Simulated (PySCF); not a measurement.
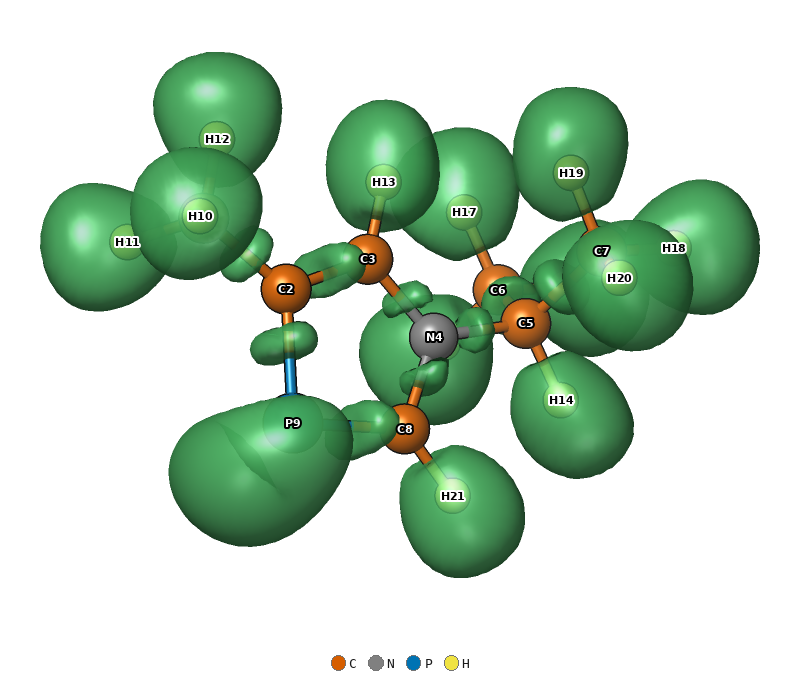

Figure 1: C$_{7}$H$_{12}$NP (SMILES Cc1cn(C(C)C)cp1). Isosurface of the electron localisation function at 0.85 (green), seen at a tilt. Only the valence region is drawn (cores and ρ < 0.01 e/Å³ removed).

Geometry: PBE0-D3(BJ)/def2-SVP.

All numbers below come from PySCF, PBE0/pcSseg-1, SCF density, gas phase, non-relativistic.

The calculation's input:

```
{"job": {"kind": "nmr", "xc": "PBE0", "basis": "pcSseg-1"}, "charge": 0, "multiplicity": 1}
C      3.310783     0.023522     0.964361
C      2.091636     0.603747     0.316985
C      0.836680     0.050840     0.397526
N     -0.126716     0.756084    -0.272544
C     -1.533889     0.355226    -0.324041
C     -1.699139    -0.980608    -1.035954
C     -2.159505     0.366138     1.064132
C      0.360398     1.865318    -0.883533
P      2.055797     2.096015    -0.658019
H      3.762946     0.726806     1.681710
H      4.087831    -0.220351     0.222524
H      3.071246    -0.901152     1.511391
H      0.557157    -0.861179     0.927080
H     -2.025920     1.131604    -0.929912
H     -1.227349    -0.955108    -2.028740
H     -2.766507    -1.215031    -1.163118
H     -1.241959    -1.799938    -0.460407
H     -3.239467     0.167324     0.996716
H     -1.715739    -0.407370     1.709286
H     -2.014717     1.341623     1.550281
H     -0.335708     2.491727    -1.443324
```

Run with:

```sh
OMP_NUM_THREADS=1 python probes_run.py task.json out
```

**Identify the bonds, lone pairs and shells in this picture.**

The ELF exceeds this value in four regions between bonded C–C atoms (shared pairs), three regions between bonded C–N atoms (shared pairs), two regions between bonded C–P atoms (shared pairs), twelve regions around hydrogen nuclei and one lobe on P, pointing away from the bonds (lone pairs).

Values along the shortest contacts:
C–N (1.36 Å): the ELF peaks at about 0.90 between the atoms; a covalent bond. C–C (1.37 Å): the ELF peaks at about 0.95 between the atoms, as expected for a covalent bond.
